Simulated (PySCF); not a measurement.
# How the numerical set-up moves the result for SiSb

Which parts of the numerical set-up matter for SiSb? Each run edits the base script.

The runs use PySCF 2.14.0; each script names its method and basis.

8 further runs of the same task are left out: 8 that didn't finish.

**1. The starting structure**

SiSb: 2 atoms, charge 0, spin multiplicity 2.

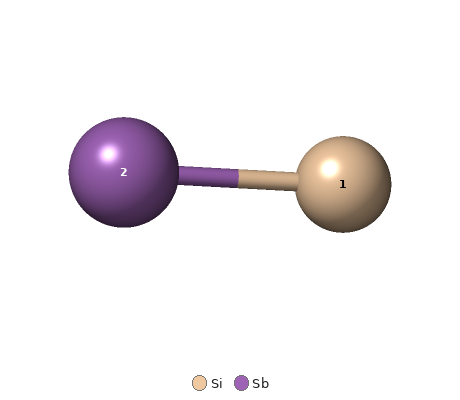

The starting geometry (silicon light orange, antimony purple); atoms are numbered from 1 in the order of the file.

**2. The run that the others are compared with**

The input, input.py:

```python
from pyscf import gto, scf, mp

mol = gto.M(
    atom='Si 0 0 0; Sb 0 0 2.356',
    basis='def2-svp',
    ecp={'Sb': 'def2-svp'},
    charge=0,
    spin=1,
    symmetry=True,
    verbose=4,
)
mf = scf.UHF(mol)
mf.kernel()
mp.MP2(mf, frozen=9).kernel()
mf.dip_moment()
print('orbital energies (hartree):', [e[max(0, n-3):n+3].round(4) for e, n in zip(mf.mo_energy, mol.nelec)])
```

Started as:

```bash
$ OMP_NUM_THREADS=1 python input.py
```

The log of this run is left out.

In short: E(SCF) = -528.019706 Eh, E(MP2) − E(SCF) = -0.19321 Eh, ⟨S²⟩ = 0.782, μ = 0.72 D (of the SCF density).

The bond length is a typed value, not an optimised one.

**3. Cartesian functions on**

Variant 1 changes Cartesian functions: off → on.

The input, input.py:

```python
from pyscf import gto, scf, mp

mol = gto.M(
    atom='Si 0 0 0; Sb 0 0 2.356',
    basis='def2-svp',
    ecp={'Sb': 'def2-svp'},
    charge=0,
    spin=1,
    symmetry=True,
    cart=True,
    verbose=4,
)
mf = scf.UHF(mol)
mf.kernel()
mp.MP2(mf, frozen=9).kernel()
mf.dip_moment()
print('orbital energies (hartree):', [e[max(0, n-3):n+3].round(4) for e, n in zip(mf.mo_energy, mol.nelec)])
```

Started as:

```bash
$ OMP_NUM_THREADS=1 python input.py
```

**4. Def2-svpd**

Variant 2 changes basis set: def2-svp → def2-svpd.

input.py, as its differences from that of step 2:

```diff
@@ -4,4 +4,4 @@
     atom='Si 0 0 0; Sb 0 0 2.356',
-    basis='def2-svp',
-    ecp={'Sb': 'def2-svp'},
+    basis='def2-svpd',
+    ecp={'Sb': 'def2-svpd'},
     charge=0,
```

**5. Sto-3g (core potential off)**

Variant 3 changes basis set: def2-svp → sto-3g; core potential: on → off; frozen orbitals: 9 → 23. The core potential changes with it: totals don't compare.

input.py, as its differences from that of step 2:

```diff
@@ -4,4 +4,3 @@
     atom='Si 0 0 0; Sb 0 0 2.356',
-    basis='def2-svp',
-    ecp={'Sb': 'def2-svp'},
+    basis='sto-3g',
     charge=0,
@@ -13,3 +12,3 @@
 mf.kernel()
-mp.MP2(mf, frozen=9).kernel()
+mp.MP2(mf, frozen=23).kernel()
 mf.dip_moment()
```

Before running it: what results should come out? Wanted: for each run, E(SCF); from base; gap, α spin; SCF dipole; after the SCF.

As calculated:

```
                        run  E(SCF) (hartree)  from base (eV)  cycles  gap, α spin (eV)  SCF dipole (D)  functions                           after the SCF
                       base       -528.019706               0      16              8.15            0.72         44  MP2 correlation -5.258 eV, core frozen
     Cartesian functions on       -528.024218         -0.1228      16              8.15            0.73         47  MP2 correlation -5.378 eV, core frozen
                  def2-svpd       -528.021659         -0.0531      17              7.99            0.79         56  MP2 correlation -5.486 eV, core frozen
sto-3g (core potential off)      -6536.836494  not comparable      13              9.36            2.80         36  MP2 correlation -3.018 eV, core frozen
```

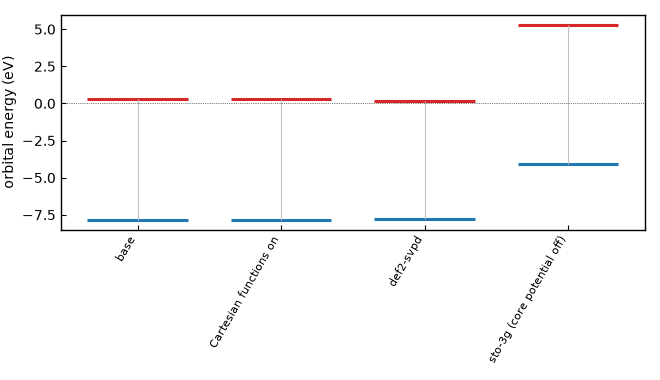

Frontier levels by run: filled blue, empty red. Open-shell runs show the α spin alone.

In words: The largest comparable shift of the SCF energy, -0.123 eV, comes with the run “Cartesian functions on”. def2-svpd (56 functions) gives an energy 0.05 eV lower than def2-svp (44).
